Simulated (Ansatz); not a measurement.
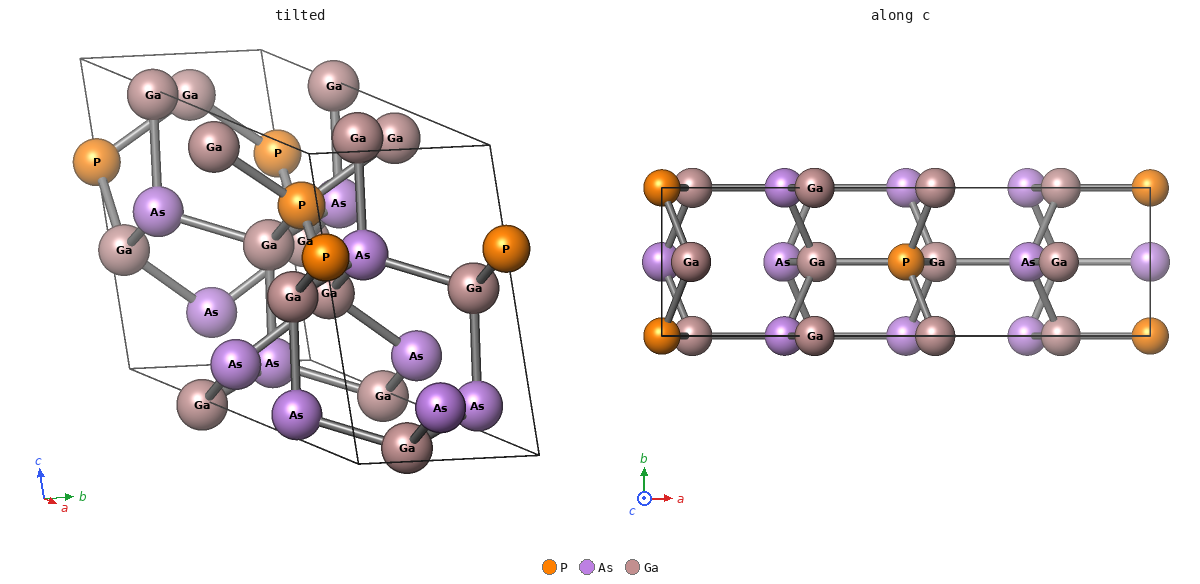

The structure above is drawn in ball-and-stick style and viewed slightly off an axis and along the c axis. Thin lines show the conventional unit cell, with boundary atoms drawn in all their periodic places.

Ga4As3P, space group Cm (No. 8), a = 14.733 Å, b = 3.958 Å, c = 6.847 Å, α = 90.00°, β = 117.68°, γ = 90.00°. The model was built from a structure type filled with these elements by a generator (whether the compound takes this form wasn't checked). Earlier steps of the study, as a rule a relaxation of our own, may have changed the cell and positions, so they can lie some per cent off the listed ones. It was run through Ansatz as a DFT input.

This one geometry was computed with Ansatz (DFT, plane waves, PAW) at five levels of theory: PBE0, PBE with spin-orbit coupling, r2SCAN, HSE06 and PBE. It was relaxed beforehand with r2SCAN.

Question: Which level gives the highest pressure at this volume, and what does that say about its equilibrium volume?

Answer: Highest: PBE with spin-orbit coupling (2.7 GPa) and PBE (2.7 GPa), which points to the largest equilibrium volume. Lowest, with the smallest volume: PBE0 (0.5 GPa) and r2SCAN (0.0 GPa). Levels within 0.5 GPa of each other can't be told apart.

Question: How does the band gap change with the level of theory?

Answer: PBE with spin-orbit coupling: a gap of 0.65 eV, direct; PBE: a gap of 0.74 eV, direct; r2SCAN: a gap of 1.18 eV, direct; HSE06: a gap of 1.55 eV, direct; PBE0: a gap of 2.17 eV, direct.

Question: Collect the results in a table.

Answer:
| level | cutoff (eV) | k-mesh of the run's cell | gap (eV) | pressure (GPa) |
| --- | --- | --- | --- | --- |
| PBE0 | 420 | 4×4×4 | 2.17 | 0.5 |
| PBE with spin-orbit coupling | 420 | 6×6×4 | 0.65 | 2.7 |
| r2SCAN | 500 | 6×6×4 | 1.18 | 0.0 |
| HSE06 | 420 | 4×4×4 | 1.55 | 0.7 |
| PBE | 420 | 6×6×4 | 0.74 | 2.7 |

Gaps are taken on the k-mesh or band path of each run.
